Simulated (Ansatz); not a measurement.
# BF₂HO + HF: a complex and its separated parts, part 2 of 2

Ansatz 0.2.0, Gaussian basis. The steps go on from the part before.

## (14) wB97X-V/def2-TZVPP

The inputs:

parta/in.yaml

```yaml
crystal:
  periodic: [false, false, false]
  atoms:
    - {symbol: B, position_ang: [0.157193, -0.919070, 0.615530]}
    - {symbol: F, position_ang: [-0.193117, -1.867947, -0.227943]}
    - {symbol: F, position_ang: [0.555472, -1.273642, 1.831191]}
    - {symbol: O, position_ang: [0.101808, 0.367214, 0.224953]}
    - {symbol: H, position_ang: [0.375548, 0.985734, 0.906286]}
basis:
  gaussian: {orbitals: def2-TZVPP}
hamiltonian: {xc: {name: wB97X-V}}
```

partb/in.yaml

```yaml
crystal:
  periodic: [false, false, false]
  atoms:
    - {symbol: F, position_ang: [-0.612470, 1.600700, -2.045978]}
    - {symbol: H, position_ang: [-0.384533, 1.106813, -1.304038]}
basis:
  gaussian: {orbitals: def2-TZVPP}
hamiltonian: {xc: {name: wB97X-V}}
```

Each run has its own folder and the same command.

Run with:

```
$ ansatz run in.yaml --threads 4 --pin off --events-out ev --progress --plain --max-ram 9574MiB
```

Log of parta (excerpt; [...] marks lines left out):

```text
Functional definition: wB97X-V
  name "wB97X-V"
  cite "Mardirossian & Head-Gordon, Phys. Chem. Chem. Phys. 16, 9904 (2014) doi:10.1039/C3CP54374A"
  cite "Becke, J. Chem. Phys. 107, 8554 (1997) doi:10.1063/1.475007"
  cite "Vydrov & Van Voorhis, J. Chem. Phys. 133, 244103 (2010) doi:10.1063/1.3521275"
[...]
      + integral(e_c_pw_opposite_spin*poly(b97_u_opposite, cos0, cos1)) + vv10(b, c)
691 factors; their error is unknown
148 factors; integrals over basis functions are off by at most 1.1e-5 eV
[...]
mean field -8179.10234332 eV, -300.5764671223 hartree, gradient 2.7e-5 eV, S^2 0.000000; 0 other end points of the search recorded, 0 dependent functions left out
reference -8179.10234169 eV, -300.5764670622 hartree; 16, 16 occupied and 122, 122 virtual orbitals, 691 factors
Total energy: -8179.10234169 eV, -300.5764670622 hartree
```

partb printed (excerpt; [...] marks lines left out):

```text
[... 5 set-up lines as earlier in the session ...]
[...]
      + integral(e_c_pw_opposite_spin*poly(b97_u_opposite, cos0, cos1)) + vv10(b, c)
215 factors; their error is unknown
48 factors; integrals over basis functions are off by at most 2.2e-5 eV
[...]
mean field -2733.49560544 eV, -100.4541106701 hartree, gradient 1.0e-5 eV, S^2 0.000000; 0 other end points of the search recorded, 0 dependent functions left out
reference -2733.49560485 eV, -100.4541106483 hartree; 5, 5 occupied and 40, 40 virtual orbitals, 215 factors
Total energy: -2733.49560485 eV, -100.4541106483 hartree
```

They took 1.6 s (parta), 0.25 s (partb) on 4 threads of Arm Neoverse V2, shared host.

## (15) wB97M-V/def2-TZVPP

The same edit goes into each in.yaml of step 14 (parta, partb):

```diff
-hamiltonian: {xc: {name: wB97X-V}}
+hamiltonian: {xc: {name: wB97M-V}}
```

Each run has its own folder and the same command.

Run with:

```
$ ansatz run in.yaml --threads 4 --pin off --events-out ev --progress --plain --max-ram 9574MiB
```

parta printed (excerpt; [...] marks lines left out):

```text
Functional definition: wB97M-V
  name "wB97M-V"
  cite "Mardirossian & Head-Gordon, J. Chem. Phys. 144, 214110 (2016) doi:10.1063/1.4952647"
[... 2 set-up lines as earlier in the session ...]
  # Of w^i u^j: cxij and so on, Table III.
[...]
  gx(w, u) = 1 - cx + cx01*u + cx10*w
[...]
      + integral(e_c_pw_mod_opposite_spin*gos(b97_w_opposite, b97_u_opposite)) + vv10(b, c)
691 factors; their error is unknown
148 factors; integrals over basis functions are off by at most 1.1e-5 eV
[...]
mean field -8179.83397038 eV, -300.6033539207 hartree, gradient 2.5e-5 eV, S^2 0.000000; 0 other end points of the search recorded, 0 dependent functions left out
reference -8179.83401108 eV, -300.6033554166 hartree; 16, 16 occupied and 122, 122 virtual orbitals, 691 factors
Total energy: -8179.83401108 eV, -300.6033554166 hartree
```

Output in partb (excerpt; [...] marks lines left out):

```text
[... 5 set-up lines as earlier in the session ...]
  # Of w^i u^j: cxij and so on, Table III.
[...]
  gx(w, u) = 1 - cx + cx01*u + cx10*w
[...]
      + integral(e_c_pw_mod_opposite_spin*gos(b97_w_opposite, b97_u_opposite)) + vv10(b, c)
215 factors; their error is unknown
48 factors; integrals over basis functions are off by at most 2.2e-5 eV
[...]
mean field -2733.67553159 eV, -100.4607228341 hartree, gradient 1.2e-5 eV, S^2 0.000000; 0 other end points of the search recorded, 0 dependent functions left out
reference -2733.67554625 eV, -100.4607233730 hartree; 5, 5 occupied and 40, 40 virtual orbitals, 215 factors
Total energy: -2733.67554625 eV, -100.4607233730 hartree
```

Times: 1.8 s (parta), 0.25 s (partb) on 4 threads of Arm Neoverse V2, shared host.

## (16) B2PLYP/def2-TZVPP

The same edit goes into each in.yaml of step 15 (parta, partb):

```diff
-hamiltonian: {xc: {name: wB97M-V}}
+hamiltonian: {xc: {name: B2PLYP}}
```

One command serves all of them, each in its own folder.

Run with:

```
$ ansatz run in.yaml --threads 4 --pin off --events-out ev --progress --plain --max-ram 9574MiB
```

Output in parta (excerpt; [...] marks lines left out):

```text
Functional definition: B2PLYP
  name "B2PLYP"
  cite "Grimme, J. Chem. Phys. 124, 034108 (2006) doi:10.1063/1.2148954"
[... 2 set-up lines as earlier in the session ...]
[...]
902 factors; integrals over basis functions are off by at most 1.3e-3 eV
[...]
mean field -8170.02898821 eV, -300.2430274723 hartree, gradient 4.7e-6 eV, S^2 0.000000; 0 other end points of the search recorded, 0 dependent functions left out
4 core orbitals not correlated: weight in the atoms' cores, before any rotation towards them, 1.000 or more for the frozen orbitals, at most 0.000 for the correlated occupied ones
reference -8170.02910524 eV, -300.2430317730 hartree; 12, 12 occupied and 122, 122 virtual orbitals, 902 factors
second order -26.62470791 eV of doubles, -0.00000000 eV of singles
Total energy: -8177.21777638 eV, -300.5072105645 hartree
```

partb printed (excerpt; [...] marks lines left out):

```text
[... 5 set-up lines as earlier in the session ...]
[...]
287 factors; integrals over basis functions are off by at most 1.0e-3 eV
[...]
mean field -2730.72527907 eV, -100.3523030537 hartree, gradient 1.4e-6 eV, S^2 0.000000; 0 other end points of the search recorded, 0 dependent functions left out
1 core orbitals not correlated: weight in the atoms' cores, before any rotation towards them, 1.000 or more for the frozen orbitals, at most 0.000 for the correlated occupied ones
reference -2730.72533577 eV, -100.3523051373 hartree; 4, 4 occupied and 40, 40 virtual orbitals, 287 factors
second order -8.59389040 eV of doubles, -0.00000000 eV of singles
Total energy: -2733.04568618 eV, -100.4375764421 hartree
```

Wall times: 1 s (parta), 0.15 s (partb) on 4 threads of Arm Neoverse V2, shared host.

## (17) PBE-QIDH/def2-TZVPP

The same edit goes into each in.yaml of step 16 (parta, partb):

```diff
-hamiltonian: {xc: {name: B2PLYP}}
+hamiltonian: {xc: {name: PBE-QIDH}}
```

Each run has its own folder and the same command.

Run with:

```
$ ansatz run in.yaml --threads 4 --pin off --events-out ev --progress --plain --max-ram 9574MiB
```

Log of parta (excerpt; [...] marks lines left out):

```text
Functional definition: PBE-QIDH
  name "PBE-QIDH"
  cite "Brémond, Sancho-García, Pérez-Jiménez & Adamo, J. Chem. Phys. 141, 031101 (2014) doi:10.1063/1.4890314"
[... 1 set-up line as earlier in the session ...]
[...]
902 factors; integrals over basis functions are off by at most 1.3e-3 eV
[...]
mean field -8164.37823924 eV, -300.0353662779 hartree, gradient 1.6e-6 eV, S^2 0.000000; 0 other end points of the search recorded, 0 dependent functions left out
4 core orbitals not correlated: weight in the atoms' cores, before any rotation towards them, 1.000 or more for the frozen orbitals, at most 0.000 for the correlated occupied ones
reference -8164.37824800 eV, -300.0353665997 hartree; 12, 12 occupied and 122, 122 virtual orbitals, 902 factors
second order -24.89875570 eV of doubles, -0.00000000 eV of singles
Total energy: -8172.67783323 eV, -300.3403707314 hartree
```

partb printed (excerpt; [...] marks lines left out):

```text
[... 4 set-up lines as earlier in the session ...]
[...]
287 factors; integrals over basis functions are off by at most 1.0e-3 eV
[...]
mean field -2728.92257440 eV, -100.2860548792 hartree, gradient 3.8e-6 eV, S^2 0.000000; 0 other end points of the search recorded, 0 dependent functions left out
1 core orbitals not correlated: weight in the atoms' cores, before any rotation towards them, 1.000 or more for the frozen orbitals, at most 0.000 for the correlated occupied ones
reference -2728.92257776 eV, -100.2860550024 hartree; 4, 4 occupied and 40, 40 virtual orbitals, 287 factors
second order -8.07141503 eV of doubles, -0.00000000 eV of singles
Total energy: -2731.61304943 eV, -100.3849280129 hartree
```

Times: 1 s (parta), 0.15 s (partb) on 4 threads of Arm Neoverse V2, shared host.

## (18) RPA on PBE/def2-TZVPP

Each input of step 17 (parta, partb) changes in the same lines:

```diff
-hamiltonian: {xc: {name: PBE-QIDH}}
+hamiltonian: {xc: pbe}
+correlation: {method: rpa}
```

Each run has its own folder and the same command.

Run with:

```
$ ansatz run in.yaml --threads 4 --pin off --events-out ev --progress --plain --max-ram 9574MiB
```

Output in parta (excerpt; [...] marks lines left out):

```text
[... 4 set-up lines as earlier in the session ...]
[...]
902 factors; integrals over basis functions are off by at most 1.3e-3 eV
[...]
mean field -8173.43065353 eV, -300.3680363671 hartree, gradient 1.8e-6 eV, S^2 0.000000; 0 other end points of the search recorded, 0 dependent functions left out
4 core orbitals not correlated: weight in the atoms' cores, before any rotation towards them, 1.000 or more for the frozen orbitals, at most 0.000 for the correlated occupied ones
reference -8144.10152665 eV, -299.2902108340 hartree; 12, 12 occupied and 122, 122 virtual orbitals, 902 factors
Total energy: -8177.77924228 eV, -300.5278440559 hartree
```

Log of partb (excerpt; [...] marks lines left out):

```text
[... 4 set-up lines as earlier in the session ...]
[...]
287 factors; integrals over basis functions are off by at most 1.0e-3 eV
[...]
mean field -2731.84353637 eV, -100.3933982516 hartree, gradient 9.3e-7 eV, S^2 0.000000; 0 other end points of the search recorded, 0 dependent functions left out
1 core orbitals not correlated: weight in the atoms' cores, before any rotation towards them, 1.000 or more for the frozen orbitals, at most 0.000 for the correlated occupied ones
reference -2722.68135735 eV, -100.0566943830 hartree; 4, 4 occupied and 40, 40 virtual orbitals, 287 factors
Total energy: -2733.63264690 eV, -100.4591468509 hartree
```

Times: 1.1 s (parta), 0.15 s (partb) on 4 threads of Arm Neoverse V2, shared host.

## (19) CCSD(T)/def2-TZVPP

Each input of step 18 (parta, partb) changes in the same lines:

```diff
-hamiltonian: {xc: pbe}
-correlation: {method: rpa}
+correlation: {method: ccsd_t}
```

Each run has its own folder and the same command.

Run with:

```
$ ansatz run in.yaml --threads 4 --pin off --events-out ev --progress --plain --max-ram 9574MiB
```

Log of parta (excerpt; [...] marks lines left out):

```text
Functional definition: HF
  name "HF"
  cite "Fock, Z. Phys. 61, 126 (1930) doi:10.1007/BF01340294"
[... 1 set-up line as earlier in the session ...]
[...]
902 factors; integrals over basis functions are off by at most 1.3e-3 eV
[...]
mean field -8145.33126223 eV, -299.3354027831 hartree, gradient 2.8e-6 eV, S^2 0.000000; 0 other end points of the search recorded, 0 dependent functions left out
4 core orbitals not correlated: weight in the atoms' cores, before any rotation towards them, 1.000 or more for the frozen orbitals, at most 0.000 for the correlated occupied ones
reference -8145.33126223 eV, -299.3354027831 hartree; 12, 12 occupied and 122, 122 virtual orbitals, 902 factors
second order -22.48470937 eV of doubles, -0.00000000 eV of singles
cycle   1  -22.12809750 eV  change    3.6e-1 eV  update   8.8e-2
[...]
cycle   9  -22.61149663 eV  change    2.0e-6 eV  update   9.1e-6
perturbative correction -0.68623502 eV, -0.0252186718 hartree
Total energy: -8168.62899388 eV, -300.1915786296 hartree
```

Log of partb (excerpt; [...] marks lines left out):

```text
[... 4 set-up lines as earlier in the session ...]
[...]
287 factors; integrals over basis functions are off by at most 1.0e-3 eV
[...]
mean field -2722.91280516 eV, -100.0651999331 hartree, gradient 4.5e-6 eV, S^2 0.000000; 0 other end points of the search recorded, 0 dependent functions left out
1 core orbitals not correlated: weight in the atoms' cores, before any rotation towards them, 1.000 or more for the frozen orbitals, at most 0.000 for the correlated occupied ones
reference -2722.91280516 eV, -100.0651999331 hartree; 4, 4 occupied and 40, 40 virtual orbitals, 287 factors
second order -7.36476718 eV of doubles, -0.00000000 eV of singles
cycle   1  -7.29615350 eV  change    6.9e-2 eV  update   3.9e-2
[...]
cycle   8  -7.43082010 eV  change    4.6e-7 eV  update   3.3e-6
perturbative correction -0.17032885 eV, -0.0062594697 hartree
Total energy: -2730.51395411 eV, -100.3445370047 hartree
```

Wall times: 8.5 s (parta), 0.15 s (partb) on 4 threads of Arm Neoverse V2, shared host; peak memory 0.87 GiB.

## (20) Vibrations of BF₂HO

vib-parta/in.yaml

```yaml
crystal:
  periodic: [false, false, false]
  atoms:
    - {symbol: B, position_ang: [0.157193, -0.919070, 0.615530]}
    - {symbol: F, position_ang: [-0.193117, -1.867947, -0.227943]}
    - {symbol: F, position_ang: [0.555472, -1.273642, 1.831191]}
    - {symbol: O, position_ang: [0.101808, 0.367214, 0.224953]}
    - {symbol: H, position_ang: [0.375548, 0.985734, 0.906286]}
basis:
  gaussian: {orbitals: def2-TZVP}
hamiltonian: {xc: pbe0, dispersion: d4}
phonons: {temperatures: {t_min: 298.15, t_max: 900, t_step: 200}}
```

Run with:

```
$ ansatz run in.yaml --threads 4 --pin off --events-out ev --progress --plain --max-ram 9574MiB
```

What it wrote (excerpt; [...] marks lines left out):

```text
[... 5 set-up lines as earlier in the session ...]
[...]
676 factors; their error is unknown
[...]
mean field -8173.53135030 eV, -300.3717369052 hartree, gradient 4.4e-5 eV, S^2 0.000000; 0 other end points of the search recorded, 0 dependent functions left out
[...]
Atom 2 at     0.555472    -1.273642     1.831191 Å, force     0.000001     0.000315     0.000018 eV/Å
Atom 3 at     0.101808     0.367214     0.224953 Å, force     0.000084    -0.000294     0.000555 eV/Å
Atom 4 at     0.375548     0.985734     0.906286 Å, force     0.000126     0.000371     0.000091 eV/Å
Dipole moment:     0.094315     0.348299     0.210540 e Å
Vibrations: 442.99 477.85 541.56 686.96 893.29 1004.60 1450.64 1509.40 3902.51 cm⁻¹, zero-point energy 0.676322 eV
```

It took 16 s on 4 threads of Arm Neoverse V2, shared host.

The modes, with what each moves most:

```
mode  wavenumber (cm⁻¹)                       character
   1                443                            bend
   2                478                            bend
   3                542                         torsion
   4                687  out-of-plane bend with torsion
   5                893             B–F and B–O stretch
   6               1005                            bend
   7               1451                     B–F stretch
   8               1509             B–O and B–F stretch
   9               3903                     O–H stretch
```

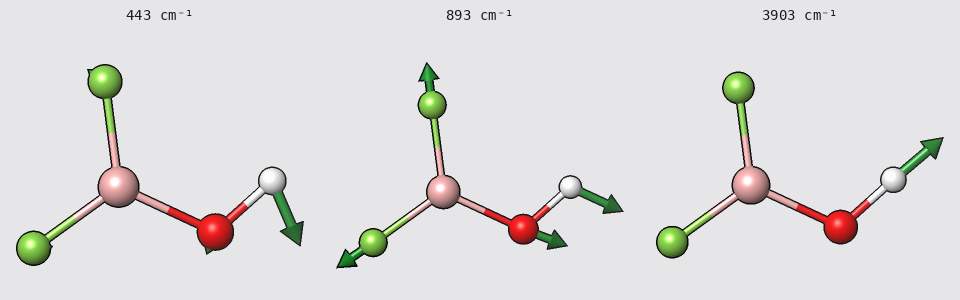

Displacements of 3 modes, as arrows.

Vibrational sums (real modes only):

```csv
T (K),entropy (J/mol/K),heat capacity (J/mol/K)
298,11.2,24.0
498,27.9,40.8
698,43.3,50.4
898,56.8,56.2
```

## (21) Vibrations of HF

vib-partb/in.yaml

```yaml
crystal:
  periodic: [false, false, false]
  atoms:
    - {symbol: F, position_ang: [-0.612470, 1.600700, -2.045978]}
    - {symbol: H, position_ang: [-0.384533, 1.106813, -1.304038]}
basis:
  gaussian: {orbitals: def2-TZVP}
hamiltonian: {xc: pbe0, dispersion: d4}
phonons: {temperatures: {t_min: 298.15, t_max: 900, t_step: 200}}
```

Run with:

```
$ ansatz run in.yaml --threads 4 --pin off --events-out ev --progress --plain --max-ram 9574MiB
```

What it wrote (excerpt; [...] marks lines left out):

```text
[... 5 set-up lines as earlier in the session ...]
[...]
200 factors; their error is unknown
[...]
mean field -2731.80169981 eV, -100.3918607863 hartree, gradient 6.9e-6 eV, S^2 0.000000; 0 other end points of the search recorded, 0 dependent functions left out
[...]
reference -2731.80150624 eV, -100.3918536727 hartree; 5, 5 occupied and 32, 32 virtual orbitals, 200 factors
Total energy: -2731.80322151 eV, -100.3919167079 hartree
Atom 0 at    -0.612470     1.600700    -2.045978 Å, force    -0.001172     0.002539    -0.003815 eV/Å
Atom 1 at    -0.384533     1.106813    -1.304038 Å, force     0.001172    -0.002539     0.003815 eV/Å
Dipole moment:     0.099304    -0.215168     0.323236 e Å
Vibrations: 4154.04 cm⁻¹, zero-point energy 0.257518 eV
```

Run time: 0.7 s. Hardware: 4 threads of Arm Neoverse V2, shared host.

The modes, with what each moves most:

```
mode  wavenumber (cm⁻¹)    character
   1               4154  F–H stretch
```

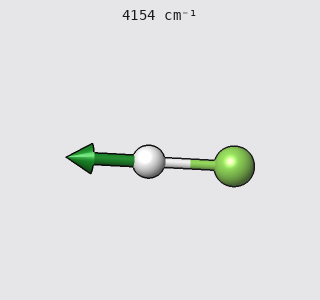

How the atoms move in 1 of the modes.

Vibrational sums (real modes only):

```csv
T (K),entropy (J/mol/K),heat capacity (J/mol/K)
298,0.0,0.0
498,0.0,0.0
698,0.0,0.1
898,0.1,0.5
```

## (22) Complex less separated parts

The complex's own energies come from single points at the same levels.

Rows are in def2-TZVPP; times add the 3 runs of a level on a shared host, so small differences are noise.

| method | rung | complex less parts (kJ/mol) | from CCSD(T) (kJ/mol) | time |
| --- | --- | --- | --- | --- |
| SPW92 | LDA | -39.6 | -16.3 | 0.95 s |
| PBE-D4 | GGA | -27.4 | -4.1 | 1.5 s |
| BLYP-D4 | GGA | -26.1 | -2.8 | 1.6 s |
| r2SCAN-D4 | meta-GGA | -25.9 | -2.6 | 3.1 s |
| B97M-V | meta-GGA | -25.1 | -1.8 | 5.2 s |
| PBE0-D4 | hybrid | -26.2 | -2.9 | 1.8 s |
| B3LYP-D4 | hybrid | -26.4 | -3.1 | 1.9 s |
| r2SCAN0-D4 | hybrid | -25.8 | -2.5 | 3.4 s |
| BHLYP-D4 | hybrid | -26.8 | -3.5 | 1.9 s |
| CAM-B3LYP-D4 | range-separated hybrid | -28.6 | -5.3 | 2 s |
| wB97X-V | range-separated hybrid | -25.0 | -1.7 | 4.8 s |
| wB97M-V | range-separated hybrid | -25.0 | -1.7 | 5.3 s |
| B2PLYP | double hybrid | -24.0 | -0.7 | 3.1 s |
| PBE-QIDH | double hybrid | -24.3 | -1.0 | 3.1 s |
| RPA on PBE | RPA | -19.8 | +3.5 | 3.2 s |
| Hartree-Fock | wavefunction | -17.0 | +6.3 |  |
| MP2 | wavefunction | -23.5 | -0.2 |  |
| CCSD | wavefunction | -22.2 | +1.1 |  |
| CCSD(T) | wavefunction | -23.3 | 0 | 54 s |

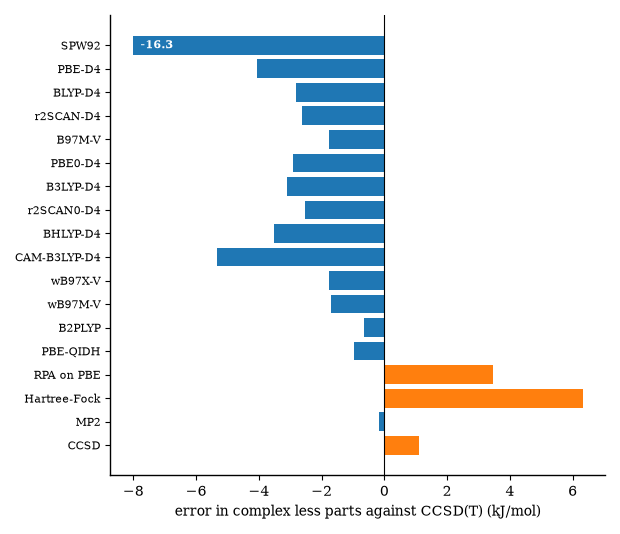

Error of each method against CCSD(T). Bars with a number in them are cut short.

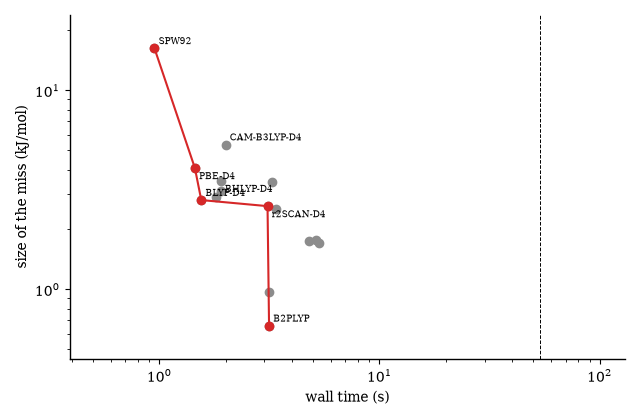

Miss against cost. Red marks the levels that no quicker level drawn beats (of those quicker than the yardstick), and the dashed line is the time of CCSD(T). Only those levels and the largest misses are named. Times are from a shared host.

B2PLYP reaches 0.7 kJ/mol from the reference in 3.1 s, where CCSD(T) took 54 s; the quickest level in the cost chart, SPW92, takes 0.95 s and misses by 16.3 kJ/mol.

The complex's zero-point energy, from a separate PBE0-D4 run, is 1.006 eV.

## (23) What came out

What follows sums up all 2 parts.

```
                              quantity         value
complex less parts, CCSD(T)/def2-TZVPP  -23.3 kJ/mol
                with zero-point energy  -16.3 kJ/mol
                 largest T1 diagnostic         0.012
```

At CCSD(T) the complex lies 23.3 kJ/mol below its parts. The functionals run from B2PLYP, off by -0.7 kJ/mol, to SPW92, off by -16.3 kJ/mol, against CCSD(T). Mean unsigned error by rung: LDA 16.3, GGA 3.4, meta-GGA 2.2, hybrid 3.0, range-separated hybrid 2.9, double hybrid 0.8 kJ/mol. PBE-D4 gives a relative energy 4.1 kJ/mol too low, inside chemical accuracy (1 kcal/mol, 4.2 kJ/mol). No counterpoise was applied, and triple zeta lacks some correlation, so the CCSD(T) reference has a basis error of its own, and close matches with it are partly luck.
